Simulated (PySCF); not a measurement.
## Electronic structure of H11O3PSi4 in real space

```xyz
19

Si    2.5545   -0.6467   -0.3999
O     1.1659   -0.2570   -1.2245
Si   -0.4514   -0.0031   -1.0415
O    -0.6786    1.3964   -0.2019
Si   -0.3008    2.2370    1.1796
O    -1.1162   -1.2459   -0.1881
Si   -1.1606   -1.9811    1.3008
P    -1.3900    0.0346   -3.0649
H     2.5988   -2.1135   -0.1280
H     2.5954    0.0911    0.9006
H     3.7249   -0.2554   -1.2328
H     1.0083    2.9341    1.0149
H    -0.2093    1.2957    2.3384
H    -1.3736    3.2380    1.4337
H    -2.1084   -1.2603    2.2006
H     0.2026   -1.9650    1.9163
H    -1.6094   -3.3894    1.1229
H    -0.8583    1.3298   -3.3505
H    -2.6148    0.5583   -2.5476
```

Geometry: PBE0-D3(BJ)/def2-SVP.

Theory: PBE0/pcSseg-1, SCF density, gas phase, non-relativistic in PySCF.

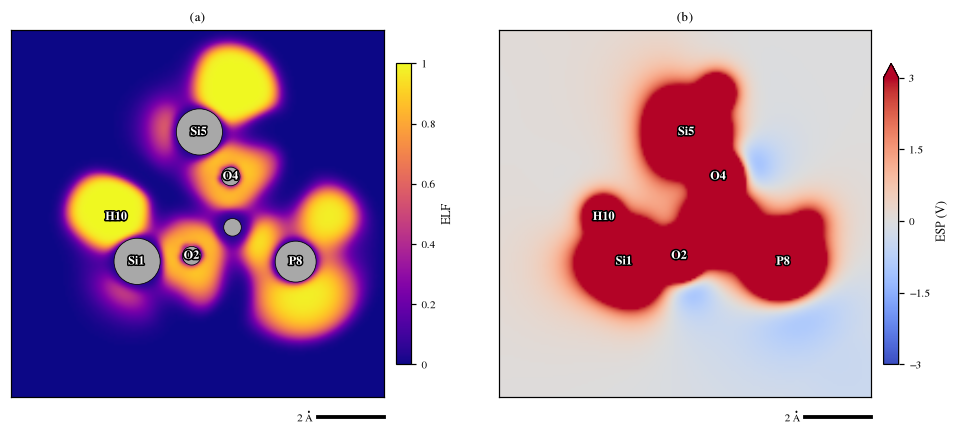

Figure 1. (a) ELF; (b) electrostatic potential on the plane of atoms O2, Si1 and H10. Grey discs cover the atomic cores in the ELF map.

Question: Describe what can be read from this map.

Answer: The section cuts through Si, O, P and H sites. Si–O (1.66 Å): the ELF peaks at about 0.85 between the atoms; a shared but strongly polarised pair. Si–H (1.50 Å): the ELF climbs to about 1 towards the hydrogen, as it does in any bond to H. The ELF also peaks beside P8, O2 and O4, away from the bonds: lone-pair regions. Outside the dense part of the molecule the potential is most negative (−1.0 V) near O4.

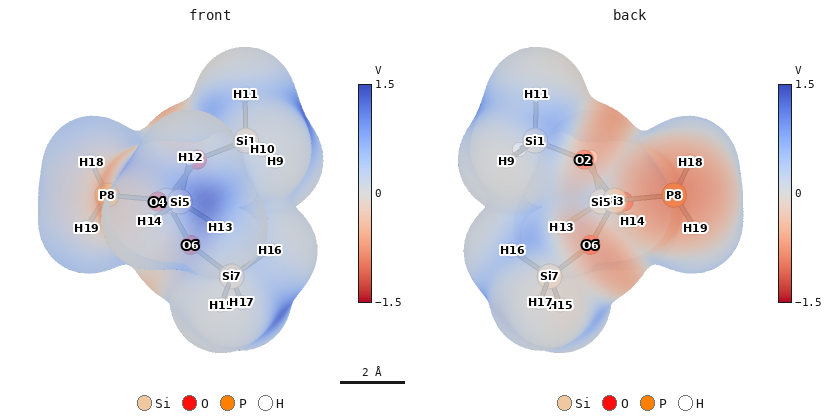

Figure 2. The molecular electrostatic potential painted on the density surface at 0.001 e/bohr³, seen from the front and from behind; red is negative and blue positive.

Question: Which sites attract a positive test charge, and which a negative one?

Answer: A positive charge is drawn to the negative regions and a negative charge to the positive ones. The most negative region (about −0.9 V) lies over P8, the most positive (about +1.2 V) over Si1, Si5 and Si7.

Question: How polar is the molecule by this calculation?

Answer: Its dipole moment is 1.86 D.
